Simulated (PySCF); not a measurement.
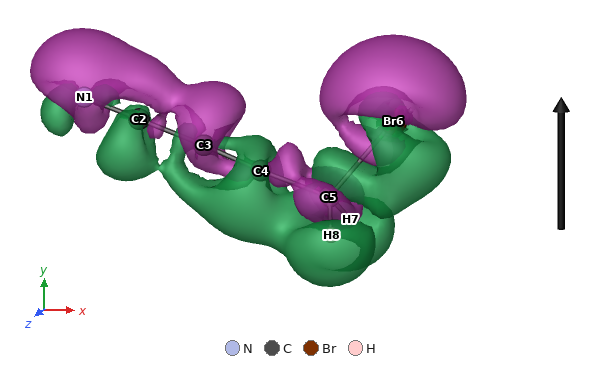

Figure 1: C$_{4}$H$_{2}$BrN, SMILES `N#CC#CCBr`. Change of the electron density in a uniform field of 0.21 V/Å along +y (arrow), surfaces at ±0.001 e/Å³ (green: gain, purple: loss).

Level of theory: PBE/def2-SVP (PySCF), at a geometry from GFN2-xTB. No frequency check shows the geometry to be a minimum. A basis without diffuse functions makes polarisabilities too small. GFN2-xTB bond lengths at metals and heavier atoms can be off by up to 0.1 Å and shapes distorted, which carries into these values.

Input

```python
import numpy as np
from pyscf import gto, scf, dft
from pyscf.scf import atom_ks, atom_hf
from scipy.linalg import block_diag

def solve(mol, dm0=None, hcore=None):
    mf = (dft.UKS if mol.spin else dft.RKS)(mol, xc='pbe')
    mf.grids.level = 3
    mf = mf.density_fit(auxbasis='def2-universal-jkfit')
    mf.conv_tol, mf.max_cycle = 1e-8, 80
    if hcore is not None:
        mf.get_hcore = lambda *args: hcore
    mf.kernel(dm0)
    if not mf.converged:
        mf = mf.newton().run(mf.mo_coeff, mf.mo_occ, max_cycle=30)
    assert mf.converged, 'SCF not converged'
    return mf

mol = gto.M(atom='''
N     -4.32553     0.57973    -0.00015
C     -3.24564     0.18924     0.00017
C     -1.96445    -0.27490     0.00008
C     -0.84509    -0.72953    -0.00001
C      0.50554    -1.19506    -0.00011
Br     1.77492     0.33007     0.00000
H      0.72717    -1.77448    -0.89736
H      0.72700    -1.77443     0.89757
''', basis='def2-svp', charge=0, spin=0, verbose=4)
field = np.array([-0.0, -0.004, -0.0])  # atomic units
mol.set_common_orig(mol.atom_charges() @ mol.atom_coords() / mol.atom_charges().sum())
mf = solve(mol)
out = dict(dm0=mf.make_rdm1(), d0=mf.dip_moment(unit='AU'), e0=mf.e_tot)
for name, sign in (('p', 1), ('m', -1)):
    h = mf.get_hcore() + sign * np.einsum('x,xij->ij', field, mol.intor('int1e_r'))
    mi = solve(mol, mf.make_rdm1(), h)
    out.update({'dm' + name: mi.make_rdm1(), 'd' + name: mi.dip_moment(unit='AU'), 'e' + name: mi.e_tot})
# spherically averaged free atoms, for the promolecule
atm = atom_ks.get_atm_nrks(mol, xc='pbe')
pro = block_diag(*[(atm[a[0]][2] * atm[a[0]][3]) @ atm[a[0]][2].T for a in mol._atom])
np.savez('result.npz', pro=pro, **out)
```

Launched as:

```sh
OMP_NUM_THREADS=1 python input.py
```

The run took 40 s on 1 thread of Intel(R) Xeon(R) Processor @ 2.70GHz, with other jobs on the host, peak memory 0.46 GiB.

Partitions, critical points and surface values were worked out afterwards from this run's density.

The field was applied in both directions; the picture shows the one opposite to the script's first.

Question: What dipole is induced, and what polarisability does it imply?

Answer: The induced dipole is 0.49 D (+0.48 D along the field); α along this axis, from the fields in both directions, is 47 bohr³ (7.0 Å³).
